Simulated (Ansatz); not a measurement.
## Nudged elastic band of BPH4Cl2

BPH4Cl2, computed with RKS B3LYP-D4/6-31G* (Ansatz 0.2.0).

One setting was made poor on purpose. It belongs to a series of runs on one base structure; here: band between the two ends. Figures and captions count atoms from 1; the log counts them from 0 in places.

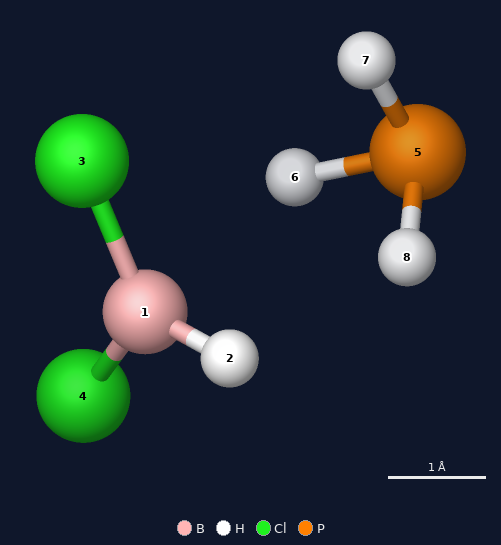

**Figure 1.** The input geometry (ball-and-stick view, seen at a tilt; atoms are numbered from 1 in the order of the input). Bond lengths as drawn: B–Cl 1.75 Å, B–H 1.18 Å and H–P 1.42 to 1.43 Å.

### The input
```yaml
crystal:
  periodic: [false, false, false]
  atoms:
    - { symbol: B, position_ang: [-0.009973, 0.514147, -0.120003] }
    - { symbol: H, position_ang: [0.037078, 0.823287, 1.02273] }
    - { symbol: Cl, position_ang: [1.476645, 0.304473, -1.019183] }
    - { symbol: Cl, position_ang: [-1.566069, 0.296062, -0.891372] }
    - { symbol: P, position_ang: [0.140541, -3.083754, 1.180363] }
    - { symbol: H, position_ang: [-0.471111, -2.779547, -0.068567] }
    - { symbol: H, position_ang: [1.436822, -2.695978, 0.735759] }
    - { symbol: H, position_ang: [-0.146934, -1.801092, 1.732574] }
basis:
  gaussian: { orbitals: "6-31G*" }
hamiltonian:
  xc: b3lyp
  dispersion: d4
neb:
  order_check: false
  images: 7
  f_tol: 0.05
  max_iterations: 60
  initial_path: linear
  final_atoms:
    - { symbol: B, position_ang: [0.09145974, -0.82521729, -0.57964709] }
    - { symbol: H, position_ang: [-0.04079867, 0.89643846, 2.49424043] }
    - { symbol: Cl, position_ang: [1.50564623, 0.21639864, -0.71478427] }
    - { symbol: Cl, position_ang: [-1.45405474, -0.24982966, -1.19996552] }
    - { symbol: P, position_ang: [0.18216146, -2.46281048, 0.40849595] }
    - { symbol: H, position_ang: [-0.63480183, -3.26030481, -0.4325556] }
    - { symbol: H, position_ang: [1.43602188, -2.92463777, -0.06599872] }
    - { symbol: H, position_ang: [-0.18863507, 0.18756091, 2.66251581] }
```

Run on 2 threads of Arm Neoverse V2, 24 GiB of memory available, shared host.

Run as:
```bash
ansatz run input.yaml --threads 2 --pin off --max-ram 3072MiB --backend cpu --events-out ev --progress --plain --runs-dir out
```

### Log
```
Engine: ansatz 0.2.0, aarch64-unknown-linux-gnu
Functional definition: B3LYP
  parameter a0 = 0.2
  parameter ax = 0.72
  parameter ac = 0.81
  exchange = (1 - a0 - ax)*slater_x + ax*b88_x + a0*exact_x
  correlation = (1 - ac)*vwn_rpa_c + ac*lyp_c
861 factors; integrals over basis functions are off by at most 4.1e-4 eV
mean field evaluation 1: about -35076.5279 eV, gradient 1.3e1 eV
mean field evaluation 2: about -35076.8239 eV, gradient 9.6e0 eV
mean field evaluation 4: about -35077.0813 eV, gradient 7.9e-1 eV
mean field evaluation 8: about -35077.0942 eV, gradient 7.8e-3 eV
mean field -35077.09423676 eV, -1289.0594370926 hartree, gradient 2.3e-5 eV, S^2 0.000000; 0 other end points of the search recorded, 0 dependent functions left out
the calculation of the forces begins
reference -35077.09448519 eV, -1289.0594462220 hartree; 29, 29 occupied and 51, 51 virtual orbitals, 861 factors
863 factors; integrals over basis functions are off by at most 9.3e-4 eV
mean field evaluation 16: about -35076.6597 eV, gradient 9.7e0 eV
mean field -35076.93073847 eV, -1289.0534286413 hartree, gradient 6.7e-5 eV, S^2 0.000000; 0 other end points of the search recorded, 0 dependent functions left out
[... from here on the field's lines of each further geometry are left out, up to the last ...]
NEB iter   1: max|band force component| = 4.833e0 eV/Å  barrier→ = 6.8570 eV  barrier← = 6.7514 eV  Δτ_max = 0.2000 Å  (227 SCF iters)
NEB iter   2: max|band force component| = 4.626e0 eV/Å  barrier→ = 5.0108 eV  barrier← = 4.9053 eV  Δτ_max = 0.2000 Å  (198 SCF iters)
NEB iter   3: max|band force component| = 3.949e0 eV/Å  barrier→ = 3.5694 eV  barrier← = 3.4639 eV  Δτ_max = 0.1010 Å  (202 SCF iters)
NEB iter   4: max|band force component| = 3.145e0 eV/Å  barrier→ = 3.0106 eV  barrier← = 2.9051 eV  Δτ_max = 0.1925 Å  (195 SCF iters)
NEB iter   5: max|band force component| = 3.019e0 eV/Å  barrier→ = 2.3249 eV  barrier← = 2.2194 eV  Δτ_max = 0.2000 Å  (192 SCF iters)
NEB iter   6: max|band force component| = 1.152e1 eV/Å  barrier→ = 1.8536 eV  barrier← = 1.7481 eV  Δτ_max = 0.1007 Å  (197 SCF iters)
NEB iter   7: max|band force component| = 4.278e0 eV/Å  barrier→ = 1.5841 eV  barrier← = 1.4786 eV  Δτ_max = 0.2000 Å  (193 SCF iters)
NEB iter   8: max|band force component| = 1.625e0 eV/Å  barrier→ = 1.6351 eV  barrier← = 1.5296 eV  Δτ_max = 0.1670 Å  (190 SCF iters)
NEB iter   9: max|band force component| = 1.281e0 eV/Å  barrier→ = 1.5513 eV  barrier← = 1.4458 eV  Δτ_max = 0.2000 Å  (185 SCF iters)
NEB iter  10: max|band force component| = 6.020e-1 eV/Å  barrier→ = 1.6183 eV  barrier← = 1.5128 eV  Δτ_max = 0.1915 Å  (184 SCF iters)
NEB iter  11: max|band force component| = 1.203e0 eV/Å  barrier→ = 1.5789 eV  barrier← = 1.4733 eV  Δτ_max = 0.1027 Å  (187 SCF iters)
NEB iter  12: max|band force component| = 8.470e-1 eV/Å  barrier→ = 1.5222 eV  barrier← = 1.4167 eV  CI = image 4  Δτ_max = 0.2000 Å  (186 SCF iters)
NEB iter  13: max|band force component| = 1.141e0 eV/Å  barrier→ = 1.6405 eV  barrier← = 1.5350 eV  CI = image 4  Δτ_max = 0.1842 Å  (190 SCF iters)
NEB iter  14: max|band force component| = 9.762e-1 eV/Å  barrier→ = 1.7082 eV  barrier← = 1.6027 eV  CI = image 4  Δτ_max = 0.1121 Å  (192 SCF iters)
NEB iter  15: max|band force component| = 3.032e-1 eV/Å  barrier→ = 1.6882 eV  barrier← = 1.5827 eV  CI = image 4  Δτ_max = 0.1944 Å  (194 SCF iters)
NEB iter  16: max|band force component| = 2.568e0 eV/Å  barrier→ = 1.6835 eV  barrier← = 1.5780 eV  CI = image 4  Δτ_max = 0.1008 Å  (191 SCF iters)
NEB iter  17: max|band force component| = 5.111e-1 eV/Å  barrier→ = 1.6808 eV  barrier← = 1.5753 eV  CI = image 4  Δτ_max = 0.1989 Å  (193 SCF iters)
NEB iter  18: max|band force component| = 5.400e-1 eV/Å  barrier→ = 1.6797 eV  barrier← = 1.5742 eV  CI = image 4  Δτ_max = 0.0974 Å  (184 SCF iters)
NEB iter  19: max|band force component| = 1.534e0 eV/Å  barrier→ = 1.6787 eV  barrier← = 1.5731 eV  CI = image 4  Δτ_max = 0.0496 Å  (186 SCF iters)
NEB iter  20: max|band force component| = 3.008e-1 eV/Å  barrier→ = 1.6772 eV  barrier← = 1.5717 eV  CI = image 4  Δτ_max = 0.0765 Å  (184 SCF iters)
NEB iter  21: max|band force component| = 3.140e-1 eV/Å  barrier→ = 1.6761 eV  barrier← = 1.5706 eV  CI = image 4  Δτ_max = 0.0383 Å  (191 SCF iters)
NEB iter  22: max|band force component| = 1.038e-1 eV/Å  barrier→ = 1.6753 eV  barrier← = 1.5698 eV  CI = image 4  Δτ_max = 0.0771 Å  (187 SCF iters)
NEB iter  23: max|band force component| = 1.091e0 eV/Å  barrier→ = 1.6750 eV  barrier← = 1.5695 eV  CI = image 4  Δτ_max = 0.0386 Å  (173 SCF iters)
NEB iter  24: max|band force component| = 3.003e-1 eV/Å  barrier→ = 1.6747 eV  barrier← = 1.5692 eV  CI = image 4  Δτ_max = 0.0647 Å  (173 SCF iters)
NEB iter  25: max|band force component| = 3.090e-1 eV/Å  barrier→ = 1.6746 eV  barrier← = 1.5691 eV  CI = image 4  Δτ_max = 0.0324 Å  (174 SCF iters)
NEB iter  26: max|band force component| = 2.943e-1 eV/Å  barrier→ = 1.6746 eV  barrier← = 1.5691 eV  CI = image 4  Δτ_max = 0.0325 Å  (165 SCF iters)
NEB iter  27: max|band force component| = 4.399e-1 eV/Å  barrier→ = 1.6746 eV  barrier← = 1.5691 eV  CI = image 4  Δτ_max = 0.0162 Å  (160 SCF iters)
NEB iter  28: max|band force component| = 9.548e-2 eV/Å  barrier→ = 1.6746 eV  barrier← = 1.5691 eV  CI = image 4  Δτ_max = 0.0163 Å  (144 SCF iters)
the calculation of the forces begins
reference -35076.87367475 eV, -1289.0513315882 hartree; 29, 29 occupied and 51, 51 virtual orbitals, 862 factors
861 factors; integrals over basis functions are off by at most 4.6e-4 eV
mean field evaluation 1536: about -35075.3072 eV, gradient 8.0e-2 eV
mean field -35075.32092277 eV, -1288.9942690055 hartree, gradient 2.0e-5 eV, S^2 0.000000; 1 other end points of the search recorded, 0 dependent functions left out
the calculation of the forces begins
reference -35075.32115634 eV, -1288.9942775890 hartree; 29, 29 occupied and 51, 51 virtual orbitals, 861 factors
NEB iter  29: max|band force component| = 4.401e-2 eV/Å  barrier→ = 1.6746 eV  barrier← = 1.5691 eV  CI = image 4  Δτ_max = 0.0000 Å  (320 SCF iters)
```

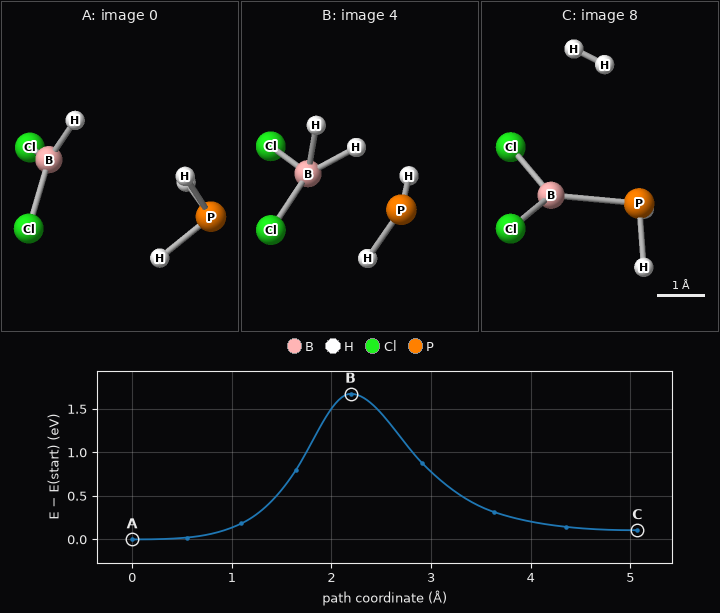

**Figure 2.** Images of the last band (counted from 0; ball-and-stick, seen at a tilt) above the energy along the path; the line is a cubic interpolation that uses the forces. The highest image is number 4, 1.675 eV above the start and 1.569 eV above the end (the climbing image); the end lies 0.106 eV above the start. The path is 5.07 Å long. The band converged in 29 iterations.

```
Total energy: -35075.69773732 eV, -1289.0081166846 hartree
Atom 0 at    -0.017439    -0.345537     0.235125 Å, force    -0.000555    -0.000455     0.000505 eV/Å
Atom 1 at     0.063443     0.243255     1.386372 Å, force     0.000167     0.000270    -0.000138 eV/Å
Atom 2 at     1.458600     0.141493    -0.676139 Å, force     0.000160     0.000109     0.000006 eV/Å
Atom 3 at    -1.670047     0.050235    -0.386797 Å, force    -0.000074     0.000033    -0.000233 eV/Å
Atom 4 at    -0.055253    -2.491474     0.698346 Å, force    -0.000236     0.000097    -0.000089 eV/Å
Atom 5 at    -0.293222    -2.590338    -0.695869 Å, force     0.000064     0.000004    -0.000059 eV/Å
Atom 6 at     1.353692    -2.641643     0.583393 Å, force     0.000038     0.000093     0.000030 eV/Å
Atom 7 at     0.057224    -0.788394     1.427870 Å, force     0.000436    -0.000152    -0.000021 eV/Å
Dipole moment:     0.162519    -0.261236     0.379773 e Å
this run last wrote the band of iteration 29 to [file]
```

### The last band as extended XYZ (Å, eV, eV/Å)
```
8
Properties=species:S:1:pos:R:3:forces:R:3 image=0 energy=-35077.37211
B    -0.0100    0.5141   -0.1200    0.0010  -0.0179  -0.0036
H     0.0371    0.8233    1.0227   -0.0003   0.0061  -0.0033
Cl    1.4766    0.3045   -1.0192    0.0006   0.0067   0.0011
Cl   -1.5661    0.2961   -0.8914    0.0000   0.0064   0.0036
P     0.1405   -3.0838    1.1804    0.0104   0.0176  -0.0024
H    -0.4711   -2.7795   -0.0686   -0.0005   0.0020   0.0070
H     1.4368   -2.6960    0.7358   -0.0144  -0.0012   0.0084
H    -0.1469   -1.8011    1.7326    0.0031  -0.0197  -0.0109
8
Properties=species:S:1:pos:R:3:forces:R:3 image=1 energy=-35077.35091
B    -0.0330    0.4223   -0.0055   -0.0218   0.0616  -0.0624
H     0.0555    0.7502    1.1289    0.0146   0.0194   0.0015
Cl    1.4192    0.2145   -0.9635   -0.0256   0.0261   0.0041
Cl   -1.6226    0.2244   -0.7192    0.0291   0.0287  -0.0073
P     0.0555   -2.9546    1.0867    0.0086  -0.0436   0.0058
H    -0.3074   -2.6982   -0.2650    0.0000  -0.0212   0.0167
H     1.4454   -2.7857    0.8322    0.0079  -0.0166   0.0046
H    -0.1157   -1.5953    1.4776   -0.0128  -0.0543   0.0369
8
Properties=species:S:1:pos:R:3:forces:R:3 image=2 energy=-35077.18871
B    -0.0388    0.2325    0.1300   -0.0100   0.3111  -0.0815
H     0.0525    0.5777    1.2590   -0.0032   0.1359  -0.0183
Cl    1.4195    0.1242   -0.8478   -0.0390   0.0759  -0.0595
Cl   -1.6391    0.0897   -0.5925    0.0179   0.1090  -0.0624
P     0.0127   -2.7719    0.9744    0.0506  -0.2222   0.0723
H    -0.2806   -2.5826   -0.4051   -0.0028  -0.0105   0.0993
H     1.4161   -2.7144    0.7607    0.0488  -0.0886   0.0227
H    -0.0452   -1.3775    1.2937   -0.0624  -0.3105   0.0274
8
Properties=species:S:1:pos:R:3:forces:R:3 image=3 energy=-35076.57203
B    -0.0252   -0.0624    0.2403   -0.0249   1.0069   0.1104
H     0.0557    0.4090    1.3334    0.0118   0.4459  -0.0125
Cl    1.4464    0.0944   -0.7546   -0.0470  -0.0486  -0.1471
Cl   -1.6639    0.0159   -0.4776    0.0212  -0.0021  -0.1395
P    -0.0307   -2.5800    0.8489    0.0765  -0.3613   0.3440
H    -0.2813   -2.5400   -0.5547    0.0023   0.3107   0.2994
H     1.3746   -2.6420    0.6709    0.0597  -0.0555   0.0749
H     0.0213   -1.1173    1.2658   -0.0996  -1.2960  -0.5296
8
Properties=species:S:1:pos:R:3:forces:R:3 image=4 energy=-35075.69750
B    -0.0174   -0.3455    0.2351   -0.0006  -0.0005   0.0005
H     0.0634    0.2433    1.3864    0.0002   0.0003  -0.0001
Cl    1.4586    0.1415   -0.6761    0.0002   0.0001   0.0000
Cl   -1.6700    0.0502   -0.3868   -0.0001   0.0000  -0.0002
P    -0.0553   -2.4915    0.6983   -0.0002   0.0001  -0.0001
H    -0.2932   -2.5903   -0.6959    0.0001   0.0000  -0.0001
H     1.3537   -2.6416    0.5834    0.0000   0.0001   0.0000
H     0.0572   -0.7884    1.4279    0.0004  -0.0002   0.0000
8
Properties=species:S:1:pos:R:3:forces:R:3 image=5 energy=-35076.49585
B    -0.0363   -0.5851   -0.0337   -0.0409  -0.4199  -0.5005
H     0.0929    0.2484    1.7085    0.0533   0.0648   0.4925
Cl    1.4372    0.2037   -0.6347   -0.0646   0.0720  -0.0106
Cl   -1.6235    0.1248   -0.4108    0.0576   0.0738  -0.0731
P    -0.0775   -2.4661    0.5276   -0.0180   0.0601  -0.2186
H    -0.2943   -2.7728   -0.8373   -0.0007  -0.3743  -0.1604
H     1.3310   -2.6727    0.4934   -0.0183  -0.0279  -0.0918
H     0.0675   -0.5026    1.7595    0.0316   0.5515   0.5624
8
Properties=species:S:1:pos:R:3:forces:R:3 image=6 energy=-35077.05630
B    -0.0244   -0.6432   -0.2855    0.0186  -0.0545  -0.1614
H     0.1178    0.3541    2.0588    0.0195   0.0771   0.1863
Cl    1.4560    0.2483   -0.6211   -0.0057   0.0255  -0.0081
Cl   -1.5767    0.1368   -0.5848    0.0061   0.0008  -0.0952
P    -0.0573   -2.4523    0.3996    0.0185   0.0093  -0.0555
H    -0.3784   -2.9802   -0.8806   -0.0496  -0.1309  -0.0032
H     1.3364   -2.7133    0.3155    0.0100  -0.0160  -0.0920
H     0.0235   -0.3726    2.1704   -0.0175   0.0886   0.2291
8
Properties=species:S:1:pos:R:3:forces:R:3 image=7 energy=-35077.22697
B     0.0261   -0.6721   -0.4184    0.0102  -0.0101  -0.0232
H     0.1164    0.4654    2.3511   -0.0003   0.0234   0.0512
Cl    1.4846    0.3040   -0.5519    0.0028   0.0113   0.0086
Cl   -1.5260    0.0563   -0.8261    0.0072  -0.0164  -0.0451
P     0.0498   -2.4444    0.3197    0.0197   0.0012  -0.0138
H    -0.5808   -3.0888   -0.7763   -0.0360  -0.0214   0.0231
H     1.3806   -2.7990   -0.0154    0.0090  -0.0146  -0.0578
H    -0.0538   -0.2439    2.4895   -0.0127   0.0265   0.0570
8
Properties=species:S:1:pos:R:3:forces:R:3 image=8 energy=-35077.26660
B     0.0690   -0.7138   -0.5431   -0.0068   0.0084   0.0042
H     0.0755    0.6117    2.7240   -0.0049  -0.0151   0.0015
Cl    1.5037    0.3071   -0.5956   -0.0032  -0.0059  -0.0007
Cl   -1.4804   -0.0333   -1.0339    0.0038   0.0003  -0.0010
P     0.1499   -2.4637    0.2298    0.0091  -0.0042  -0.0029
H    -0.7125   -3.1325   -0.6756    0.0007   0.0031   0.0012
H     1.3765   -2.8884   -0.3409   -0.0024  -0.0024   0.0007
H    -0.0846   -0.1094    2.8076    0.0036   0.0158  -0.0029
```

### Key numbers

| quantity | value |
| --- | --- |
| outcome | converged |
| barrier, forward | 1.675 eV |
| barrier, backward | 1.569 eV |
| wall time | 5.7 min (CPU time 11 min) |
| peak memory | 0.17 GiB |

### Remarks

A deliberately poor setting: straight start. The order of the saddle point was not checked.
